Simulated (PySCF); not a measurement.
# Bromine: the same states on changed settings

These states were run before on sound settings. What differs here: the spin-free X2C one-electron Hamiltonian (Gaussian nucleus), unsound on purpose. What does it move?

Method: unrestricted determinants in a Gaussian basis, no spin-orbit coupling in the energies. Code: PySCF 2.14.0.

### Step 1. The system

```
Element                                   : bromine (Z = 35)
Basis                                     : def2-SVP
Hamiltonian                               : the spin-free X2C one-electron Hamiltonian (Gaussian nucleus)
State 1                                   : Br: [Ar] 3d10 4s2 4p5, 2P determinant
State 2                                   : Br⁺: [Ar] 3d10 4s2 4p4, high-spin 3P determinant
Methods                                   : UHF, M06-L, M06-2X, MP2, CCSD(T)
Core shells frozen in the correlated runs : valence: [Ar] 3d10 (for Br)
```

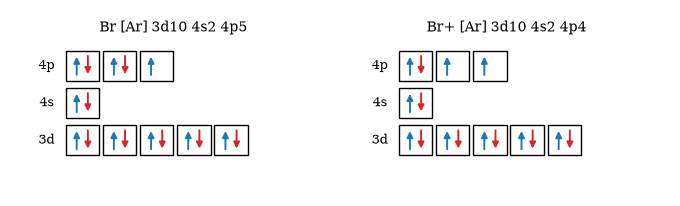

Outer shells as boxes.

The sound run (def2-SVP, the non-relativistic Hamiltonian (point nucleus), symmetry-adapted start, fine grid, valence correlation) gave:

| species | method | energy (hartree) |
| --- | --- | --- |
| Br | UHF | -2572.08220 |
| Br | M06-L | -2573.70552 |
| Br | M06-2X | -2573.84102 |
| Br | MP2 (valence) | -2572.17971 |
| Br | CCSD(T) (valence) | -2572.19582 |
| Br⁺ | UHF | -2571.68517 |
| Br⁺ | M06-L | -2573.27111 |
| Br⁺ | M06-2X | -2573.40857 |
| Br⁺ | MP2 (valence) | -2571.76251 |
| Br⁺ | CCSD(T) (valence) | -2571.78005 |

One driver process ran all states and methods and kept the integrals in memory. Each run is shown as a PySCF script that sums up its settings (the driver passes frozen orbitals as a list and adds second-order terms of double hybrids); the logs are those of the runs themselves. The driver starts from symmetry-adapted Hartree-Fock orbitals, holds the occupation by maximum overlap and uses a logarithmic radial grid for functionals, so a plain start would take other cycles.

It was started by

```
$ OMP_NUM_THREADS=1 python atomrun2.py TASK.json OUT
```

The integrals over 32 functions and the set-up took 0.04 s of CPU time.

### Step 2. Changed run, Br: the ladder of methods

**UHF**

input.py

```python
from pyscf import gto, scf, dft, mp, cc
import basis_set_exchange as bse
mol = gto.M(atom="Br 0 0 0", charge=0, spin=1, symmetry="D2h",
            basis=gto.basis.parse(bse.get_basis("def2-SVP", elements=["Br"], fmt="nwchem", header=False)),
            nucmod="G")
mf = scf.UHF(mol).sfx2c1e()
mf.irrep_nelec = {'Ag': (6, 6), 'B1g': (1, 1), 'B2g': (1, 1), 'B3g': (1, 1), 'B1u': (3, 3), 'B2u': (3, 3), 'B3u': (3, 2)}
mf.kernel()
```

The log of the run:

```text
damping factor = 0
level_shift factor = 0
DIIS = <class 'pyscf.scf.diis.CDIIS'>
diis_start_cycle = 1
diis_space = 10
diis_damp = 0
SCF conv_tol = 1e-09
SCF conv_tol_grad = None
number electrons alpha = 18  beta = 17
cycle= 1 E= -2596.75735708343  delta_E= -0.00313  |g|= 0.0201  |ddm|= 0.0598
cycle= 2 E= -2596.7576482294  delta_E= -0.000291  |g|= 0.00634  |ddm|= 0.0185
cycle= 3 E= -2596.75768105852  delta_E= -3.28e-05  |g|= 0.000456  |ddm|= 0.00885
cycle= 4 E= -2596.7576812702  delta_E= -2.12e-07  |g|= 0.000169  |ddm|= 0.00105
cycle= 5 E= -2596.7576812881  delta_E= -1.79e-08  |g|= 3.8e-05  |ddm|= 0.000328
cycle= 6 E= -2596.75768128994  delta_E= -1.84e-09  |g|= 6.89e-06  |ddm|= 0.000149
cycle= 7 E= -2596.75768129  delta_E= -6.18e-11  |g|= 4.15e-07  |ddm|= 2.88e-05
converged SCF energy = -2596.75768129  <S^2> = 0.75567586  2S+1 = 2.0056678
```

Time after the integrals: 0.07 s (1 thread of Neoverse-V2, shared host).

The occupied shells:

| shell | electrons | mean orbital energy (eV) | spread (eV) | rms radius (bohr) |
| --- | --- | --- | --- | --- |
| 1s α | 1 | -13512.8 | 0 | 0.0501 |
| 1s β | 1 | -13512.7 | 0 | 0.0501 |
| 2s α | 1 | -1822.8 | 0 | 0.208 |
| 2s β | 1 | -1822.8 | 0 | 0.208 |
| 2p α | 3 | -1614.4 | 0.196 | 0.184 |
| 2p β | 3 | -1614.3 | 0.057 | 0.184 |
| 3s α | 1 | -275.77 | 0 | 0.595 |
| 3s β | 1 | -275.57 | 0 | 0.595 |
| 3p α | 3 | -206.53 | 0.675 | 0.609 |
| 3p β | 3 | -206.25 | 0.003 | 0.609 |
| 3d α | 5 | -86.761 | 0.625 | 0.648 |
| 3d β | 5 | -86.613 | 0.359 | 0.648 |
| 4s α | 1 | -28.939 | 0 | 1.83 |
| 4s β | 1 | -26.026 | 0 | 1.83 |
| 4p α | 3 | -12.799 | 1.822 | 2.24 |
| 4p β | 2 | -11.591 | 0 | 2.24 |

⟨S²⟩ = 0.756, ⟨L²⟩ = 2.02.

**M06-L**

input.py differs from the last one in:

```diff
@@ -5,3 +5,3 @@
             nucmod="G")
-mf = scf.UHF(mol).sfx2c1e()
+mf = dft.UKS(mol, xc="M06L").sfx2c1e()
 mf.irrep_nelec = {'Ag': (6, 6), 'B1g': (1, 1), 'B2g': (1, 1), 'B3g': (1, 1), 'B1u': (3, 3), 'B2u': (3, 3), 'B3u': (3, 2)}
```

The log of the run:

```text
damping factor = 0
level_shift factor = 0
DIIS = <class 'pyscf.scf.diis.CDIIS'>
diis_start_cycle = 1
diis_space = 10
diis_damp = 0
SCF conv_tol = 1e-09
SCF conv_tol_grad = None
number electrons alpha = 18  beta = 17
XC functionals = M06L
    Y. Zhao and D. G. Truhlar.,  J. Chem. Phys. 125, 194101 (2006)
    Y. Zhao and D. G. Truhlar.,  J. Chem. Phys. 125, 194101 (2006)
    Y. Zhao and D. G. Truhlar.,  Theor. Chem. Acc. 120, 215 (2008)
cycle= 1 E= -2598.38056589579  delta_E= -0.00417  |g|= 0.0291  |ddm|= 0.13
cycle= 2 E= -2598.38063013679  delta_E= -6.42e-05  |g|= 0.0196  |ddm|= 0.0145
cycle= 3 E= -2598.38067740451  delta_E= -4.73e-05  |g|= 0.00126  |ddm|= 0.00916
cycle= 4 E= -2598.38067799144  delta_E= -5.87e-07  |g|= 0.000288  |ddm|= 0.00229
cycle= 5 E= -2598.38067803091  delta_E= -3.95e-08  |g|= 3.94e-06  |ddm|= 0.000501
cycle= 6 E= -2598.38067803092  delta_E= -1.18e-11  |g|= 3.13e-07  |ddm|= 6.69e-06
converged SCF energy = -2598.38067803092  <S^2> = 0.75251445  2S+1 = 2.0025129
```

Time after the integrals: 0.57 s (1 thread of Neoverse-V2, shared host).

**M06-2X**

input.py differs from the last one in:

```diff
@@ -5,3 +5,3 @@
             nucmod="G")
-mf = dft.UKS(mol, xc="M06L").sfx2c1e()
+mf = dft.UKS(mol, xc="M062X").sfx2c1e()
 mf.irrep_nelec = {'Ag': (6, 6), 'B1g': (1, 1), 'B2g': (1, 1), 'B3g': (1, 1), 'B1u': (3, 3), 'B2u': (3, 3), 'B3u': (3, 2)}
```

The log of the run:

```text
damping factor = 0
level_shift factor = 0
DIIS = <class 'pyscf.scf.diis.CDIIS'>
diis_start_cycle = 1
diis_space = 10
diis_damp = 0
SCF conv_tol = 1e-09
SCF conv_tol_grad = None
number electrons alpha = 18  beta = 17
XC functionals = M062X
    Y. Zhao and D. G. Truhlar.,  Theor. Chem. Acc. 120, 215 (2008)
    Y. Zhao and D. G. Truhlar.,  Theor. Chem. Acc. 120, 215 (2008)
cycle= 1 E= -2598.51391392863  delta_E= -0.002  |g|= 0.01  |ddm|= 0.0603
cycle= 2 E= -2598.5139592432  delta_E= -4.53e-05  |g|= 0.0041  |ddm|= 0.01
cycle= 3 E= -2598.51396261444  delta_E= -3.37e-06  |g|= 0.00132  |ddm|= 0.00358
cycle= 4 E= -2598.5139630107  delta_E= -3.96e-07  |g|= 4.26e-05  |ddm|= 0.000886
cycle= 5 E= -2598.51396301184  delta_E= -1.15e-09  |g|= 9.43e-06  |ddm|= 9.7e-05
cycle= 6 E= -2598.51396301189  delta_E= -4.37e-11  |g|= 1e-06  |ddm|= 1.48e-05
converged SCF energy = -2598.51396301189  <S^2> = 0.75228819  2S+1 = 2.0022869
```

It took 0.58 s on 1 thread of Neoverse-V2, shared host, the integrals not counted.

**MP2 (valence)**

input.py differs from the last one in:

```diff
@@ -5,4 +5,5 @@
             nucmod="G")
-mf = dft.UKS(mol, xc="M062X").sfx2c1e()
+mf = scf.UHF(mol).sfx2c1e()
 mf.irrep_nelec = {'Ag': (6, 6), 'B1g': (1, 1), 'B2g': (1, 1), 'B3g': (1, 1), 'B1u': (3, 3), 'B2u': (3, 3), 'B3u': (3, 2)}
 mf.kernel()
+mp.UMP2(mf, frozen=14).kernel()
```

The driver printed no log here.

It took 0.01 s on 1 thread of Neoverse-V2, shared host, the integrals not counted.

With 7 electrons correlated, the MP2 correlation energy is -0.09734 hartree (-0.02444 same spin, -0.07290 opposite spin); the SCS form gives -0.09563. Largest pairs of shells: 4p-4p -0.0648, 4s-4p -0.0266, 4s-4s -0.0059.

**CCSD(T) (valence)**

input.py differs from the last one in:

```diff
@@ -8,2 +8,3 @@
 mf.kernel()
-mp.UMP2(mf, frozen=14).kernel()
+mycc = cc.CCSD(mf, frozen=14).run()
+mycc.ccsd_t()
```

The log of the run:

```text
CC2 = 0
CCSD nocc = (np.int64(4), np.int64(3)), nmo = (18, 18)
frozen orbitals [[0, 1, 2, 3, 4, 5, 6, 7, 8, 9, 10, 11, 12, 13], [0, 1, 2, 3, 4, 5, 6, 7, 8, 9, 10, 11, 12, 13]]
max_cycle = 100
direct = 0
conv_tol = 1e-08
conv_tol_normt = 1e-06
diis_space = 8
diis_start_cycle = 0
Init t2, MP2 energy = -0.0973406487054474
Init E_corr(UCCSD) = -0.0973406487055235
cycle = 1  E_corr(UCCSD) = -0.109054812799316  dE = -0.0117141641  norm(t1,t2) = 0.0309275
cycle = 2  E_corr(UCCSD) = -0.11108216798118  dE = -0.00202735518  norm(t1,t2) = 0.0092633
cycle = 3  E_corr(UCCSD) = -0.111909958867176  dE = -0.000827790886  norm(t1,t2) = 0.00340853
cycle = 4  E_corr(UCCSD) = -0.111891989716757  dE = 1.79691504e-05  norm(t1,t2) = 0.000288222
cycle = 5  E_corr(UCCSD) = -0.111893424479484  dE = -1.43476273e-06  norm(t1,t2) = 6.27154e-05
cycle = 6  E_corr(UCCSD) = -0.111893377218785  dE = 4.72606988e-08  norm(t1,t2) = 1.06203e-05
cycle = 7  E_corr(UCCSD) = -0.111893418850729  dE = -4.16319438e-08  norm(t1,t2) = 2.24971e-06
cycle = 8  E_corr(UCCSD) = -0.111893403017333  dE = 1.58333955e-08  norm(t1,t2) = 3.75823e-07
cycle = 9  E_corr(UCCSD) = -0.111893404280278  dE = -1.26294447e-09  norm(t1,t2) = 5.94403e-08
UCCSD converged
E(UCCSD) = -2596.869574694279  E_corr = -0.1118934042802777
UCCSD(T) correction = -0.00131353600963211
```

It took 0.11 s on 1 thread of Neoverse-V2, shared host, the integrals not counted.

CCSD correlation -0.11189 hartree, triples -0.00131; total -2596.870888. T1 = 0.005, largest double amplitude 0.051.

### Step 3. Changed run, Br⁺

**UHF**

input.py

```python
from pyscf import gto, scf, dft, mp, cc
import basis_set_exchange as bse
mol = gto.M(atom="Br 0 0 0", charge=1, spin=2, symmetry="D2h",
            basis=gto.basis.parse(bse.get_basis("def2-SVP", elements=["Br"], fmt="nwchem", header=False)),
            nucmod="G")
mf = scf.UHF(mol).sfx2c1e()
mf.irrep_nelec = {'Ag': (6, 6), 'B1g': (1, 1), 'B2g': (1, 1), 'B3g': (1, 1), 'B1u': (3, 2), 'B2u': (3, 3), 'B3u': (3, 2)}
mf.kernel()
```

The log of the run:

```text
damping factor = 0
level_shift factor = 0
DIIS = <class 'pyscf.scf.diis.CDIIS'>
diis_start_cycle = 1
diis_space = 10
diis_damp = 0
SCF conv_tol = 1e-09
SCF conv_tol_grad = None
number electrons alpha = 18  beta = 16
cycle= 1 E= -2596.36179751178  delta_E= -0.00335  |g|= 0.0212  |ddm|= 0.0642
cycle= 2 E= -2596.36211720022  delta_E= -0.00032  |g|= 0.00676  |ddm|= 0.0202
cycle= 3 E= -2596.36215444525  delta_E= -3.72e-05  |g|= 0.000466  |ddm|= 0.00989
cycle= 4 E= -2596.36215467923  delta_E= -2.34e-07  |g|= 0.000137  |ddm|= 0.00119
cycle= 5 E= -2596.36215468975  delta_E= -1.05e-08  |g|= 2.67e-05  |ddm|= 0.000264
cycle= 6 E= -2596.36215469044  delta_E= -6.88e-10  |g|= 4.27e-06  |ddm|= 9.76e-05
converged SCF energy = -2596.36215469044  <S^2> = 2.0063182  2S+1 = 3.0042091
```

Time after the integrals: 0.06 s (1 thread of Neoverse-V2, shared host).

The occupied shells:

| shell | electrons | mean orbital energy (eV) | spread (eV) | rms radius (bohr) |
| --- | --- | --- | --- | --- |
| 1s α | 1 | -13524.5 | 0 | 0.0501 |
| 1s β | 1 | -13524.2 | 0 | 0.0501 |
| 2s α | 1 | -1834.4 | 0 | 0.208 |
| 2s β | 1 | -1834.3 | 0 | 0.208 |
| 2p α | 3 | -1626.1 | 0.222 | 0.184 |
| 2p β | 3 | -1625.8 | 0.065 | 0.184 |
| 3s α | 1 | -287.44 | 0 | 0.595 |
| 3s β | 1 | -286.97 | 0 | 0.595 |
| 3p α | 3 | -218.21 | 0.748 | 0.609 |
| 3p β | 3 | -217.58 | 0.010 | 0.609 |
| 3d α | 5 | -98.369 | 0.688 | 0.648 |
| 3d β | 5 | -98.034 | 0.390 | 0.648 |
| 4s α | 1 | -40.566 | 0 | 1.78 |
| 4s β | 1 | -34.446 | 0 | 1.78 |
| 4p α | 3 | -23.632 | 1.924 | 2.13 |
| 4p β | 1 | -21.086 | 0 | 2.13 |

⟨S²⟩ = 2.006, ⟨L²⟩ = 2.02.

**M06-L**

input.py differs from the last one in:

```diff
@@ -5,3 +5,3 @@
             nucmod="G")
-mf = scf.UHF(mol).sfx2c1e()
+mf = dft.UKS(mol, xc="M06L").sfx2c1e()
 mf.irrep_nelec = {'Ag': (6, 6), 'B1g': (1, 1), 'B2g': (1, 1), 'B3g': (1, 1), 'B1u': (3, 2), 'B2u': (3, 3), 'B3u': (3, 2)}
```

The log of the run:

```text
damping factor = 0
level_shift factor = 0
DIIS = <class 'pyscf.scf.diis.CDIIS'>
diis_start_cycle = 1
diis_space = 10
diis_damp = 0
SCF conv_tol = 1e-09
SCF conv_tol_grad = None
number electrons alpha = 18  beta = 16
XC functionals = M06L
    Y. Zhao and D. G. Truhlar.,  J. Chem. Phys. 125, 194101 (2006)
    Y. Zhao and D. G. Truhlar.,  J. Chem. Phys. 125, 194101 (2006)
    Y. Zhao and D. G. Truhlar.,  Theor. Chem. Acc. 120, 215 (2008)
cycle= 1 E= -2597.94751521061  delta_E= -0.00416  |g|= 0.034  |ddm|= 0.122
cycle= 2 E= -2597.94759200798  delta_E= -7.68e-05  |g|= 0.0234  |ddm|= 0.0182
cycle= 3 E= -2597.94765964379  delta_E= -6.76e-05  |g|= 0.000791  |ddm|= 0.0101
cycle= 4 E= -2597.94765984885  delta_E= -2.05e-07  |g|= 0.00015  |ddm|= 0.00132
cycle= 5 E= -2597.94765985744  delta_E= -8.59e-09  |g|= 2.63e-06  |ddm|= 0.000261
cycle= 6 E= -2597.94765985745  delta_E= -4.09e-12  |g|= 1.7e-07  |ddm|= 4.74e-06
converged SCF energy = -2597.94765985745  <S^2> = 2.0025705  2S+1 = 3.0017132
```

Time after the integrals: 0.56 s (1 thread of Neoverse-V2, shared host).

**M06-2X**

input.py differs from the last one in:

```diff
@@ -5,3 +5,3 @@
             nucmod="G")
-mf = dft.UKS(mol, xc="M06L").sfx2c1e()
+mf = dft.UKS(mol, xc="M062X").sfx2c1e()
 mf.irrep_nelec = {'Ag': (6, 6), 'B1g': (1, 1), 'B2g': (1, 1), 'B3g': (1, 1), 'B1u': (3, 2), 'B2u': (3, 3), 'B3u': (3, 2)}
```

The log of the run:

```text
damping factor = 0
level_shift factor = 0
DIIS = <class 'pyscf.scf.diis.CDIIS'>
diis_start_cycle = 1
diis_space = 10
diis_damp = 0
SCF conv_tol = 1e-09
SCF conv_tol_grad = None
number electrons alpha = 18  beta = 16
XC functionals = M062X
    Y. Zhao and D. G. Truhlar.,  Theor. Chem. Acc. 120, 215 (2008)
    Y. Zhao and D. G. Truhlar.,  Theor. Chem. Acc. 120, 215 (2008)
cycle= 1 E= -2598.08264058506  delta_E= -0.0023  |g|= 0.00957  |ddm|= 0.0707
cycle= 2 E= -2598.08269508111  delta_E= -5.45e-05  |g|= 0.00219  |ddm|= 0.0142
cycle= 3 E= -2598.08269703946  delta_E= -1.96e-06  |g|= 0.00115  |ddm|= 0.003
cycle= 4 E= -2598.08269723475  delta_E= -1.95e-07  |g|= 2.97e-05  |ddm|= 0.00073
cycle= 5 E= -2598.08269723543  delta_E= -6.73e-10  |g|= 5.64e-06  |ddm|= 8.41e-05
converged SCF energy = -2598.08269723543  <S^2> = 2.0036  2S+1 = 3.0023991
```

Time after the integrals: 0.48 s (1 thread of Neoverse-V2, shared host).

**MP2 (valence)**

input.py differs from the last one in:

```diff
@@ -5,4 +5,5 @@
             nucmod="G")
-mf = dft.UKS(mol, xc="M062X").sfx2c1e()
+mf = scf.UHF(mol).sfx2c1e()
 mf.irrep_nelec = {'Ag': (6, 6), 'B1g': (1, 1), 'B2g': (1, 1), 'B3g': (1, 1), 'B1u': (3, 2), 'B2u': (3, 3), 'B3u': (3, 2)}
 mf.kernel()
+mp.UMP2(mf, frozen=14).kernel()
```

The driver printed no log here.

Time after the integrals: 0.01 s (1 thread of Neoverse-V2, shared host).

With 6 electrons correlated, the MP2 correlation energy is -0.07694 hartree (-0.01892 same spin, -0.05801 opposite spin); the SCS form gives -0.07592. Largest pairs of shells: 4p-4p -0.0375, 4s-4p -0.0332, 4s-4s -0.0062.

**CCSD(T) (valence)**

input.py differs from the last one in:

```diff
@@ -8,2 +8,3 @@
 mf.kernel()
-mp.UMP2(mf, frozen=14).kernel()
+mycc = cc.CCSD(mf, frozen=14).run()
+mycc.ccsd_t()
```

The log of the run:

```text
CC2 = 0
CCSD nocc = (np.int64(4), np.int64(2)), nmo = (18, 18)
frozen orbitals [[0, 1, 2, 3, 4, 5, 6, 7, 8, 9, 10, 11, 12, 13], [0, 1, 2, 3, 4, 5, 6, 7, 8, 9, 10, 11, 12, 13]]
max_cycle = 100
direct = 0
conv_tol = 1e-08
conv_tol_normt = 1e-06
diis_space = 8
diis_start_cycle = 0
Init t2, MP2 energy = -0.0769383895094478
Init E_corr(UCCSD) = -0.0769383895213574
cycle = 1  E_corr(UCCSD) = -0.089443470535093  dE = -0.012505081  norm(t1,t2) = 0.0345906
cycle = 2  E_corr(UCCSD) = -0.0919710444227042  dE = -0.00252757389  norm(t1,t2) = 0.010596
cycle = 3  E_corr(UCCSD) = -0.0930273601346522  dE = -0.00105631571  norm(t1,t2) = 0.00391263
cycle = 4  E_corr(UCCSD) = -0.0930063343559006  dE = 2.10257788e-05  norm(t1,t2) = 0.000372943
cycle = 5  E_corr(UCCSD) = -0.0930093512928247  dE = -3.01693692e-06  norm(t1,t2) = 6.77135e-05
cycle = 6  E_corr(UCCSD) = -0.0930090821229154  dE = 2.69169909e-07  norm(t1,t2) = 1.16321e-05
cycle = 7  E_corr(UCCSD) = -0.0930091774813232  dE = -9.53584078e-08  norm(t1,t2) = 2.25968e-06
cycle = 8  E_corr(UCCSD) = -0.0930091414212249  dE = 3.60600983e-08  norm(t1,t2) = 3.56582e-07
cycle = 9  E_corr(UCCSD) = -0.093009145831373  dE = -4.41014805e-09  norm(t1,t2) = 5.49145e-08
UCCSD converged
E(UCCSD) = -2596.455163836268  E_corr = -0.09300914583137296
UCCSD(T) correction = -0.00111714975439557
```

Time after the integrals: 0.11 s (1 thread of Neoverse-V2, shared host).

CCSD correlation -0.09301 hartree, triples -0.00112; total -2596.456281. T1 = 0.006, largest double amplitude 0.053.

### Step 4. What moved

| species | method | converged | energy less sound run (eV) |
| --- | --- | --- | --- |
| Br | UHF | yes | -671.4540 |
| Br | M06-L | yes | -671.4453 |
| Br | M06-2X | yes | -671.3850 |
| Br | MP2 (valence) | yes | -671.4493 |
| Br | CCSD(T) (valence) | yes | -671.4429 |
| Br⁺ | UHF | yes | -671.4949 |
| Br⁺ | M06-L | yes | -671.4831 |
| Br⁺ | M06-2X | yes | -671.4173 |
| Br⁺ | MP2 (valence) | yes | -671.4840 |
| Br⁺ | CCSD(T) (valence) | yes | -671.4744 |

Ionisation energy of Br:

| method | sound run (eV) | changed run (eV) | shift (eV) |
| --- | --- | --- | --- |
| UHF | 10.804 | 10.763 | -0.041 |
| M06-L | 11.821 | 11.783 | -0.038 |
| M06-2X | 11.768 | 11.735 | -0.032 |
| MP2 | 11.353 | 11.318 | -0.035 |
| SCS-MP2 | 11.334 | 11.299 | -0.035 |
| CCSD | 11.309 | 11.277 | -0.032 |
| CCSD(T) | 11.314 | 11.282 | -0.031 |

### Step 5. Results

| quantity | value |
| --- | --- |
| change | the spin-free X2C one-electron Hamiltonian (Gaussian nucleus) |
| runs converged | 10 of 10 |
| largest shift of a converged total energy | 671 eV |
| largest shift of the ionisation energy | -0.041 eV (UHF) |

**Reading.** The ionisation energy moves by up to 0.04 eV, at UHF. Most of the change in total energy is the relativistic energy itself. On top of that the contraction fixes the core shape for the Hamiltonian it was made with, so the changed run is not a good calculation with the other Hamiltonian either. The setting is unsound on purpose, so these numbers are no properties of the atom.
